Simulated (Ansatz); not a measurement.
The relaxed structure here is a generated cell of VBiO4: the first start was made by a random draw of sites in a space group, and the end was not matched to a known phase here, so it may be hypothetical. Known forms of VBiO4 include space group No. 88.

A relaxed structure of VBiO4. All values below come from PBE (plane waves to 420 eV, PAW, scalar-relativistic; Ansatz, a program for electronic structure).

I-4m2 (No. 119), tI12; a = b = 6.822 Å, c = 3.405 Å, α = β = γ = 90.00°.

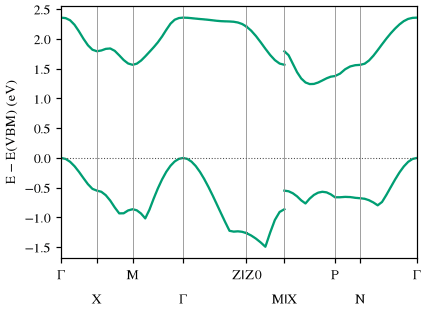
Figure: Highest filled and lowest empty band along the path of this cell's Brillouin zone

### Question
Read off the gap and say whether it is direct.

### Answer
1.24 eV, indirect (valence top at Γ, conduction bottom at 50 % of the way from X to P) (no spin-orbit coupling).

### Question
How far does the top valence band disperse along this path?

### Answer
About 1.5 eV.

No spin polarisation in the result: the starting moments vanished. The d or f electrons are treated with no Hubbard U. Without spin-orbit coupling the bands of the heavy element are not split, so the gap can be far off.

The run could not lose the symmetry of its start, so the end can be a saddle point.
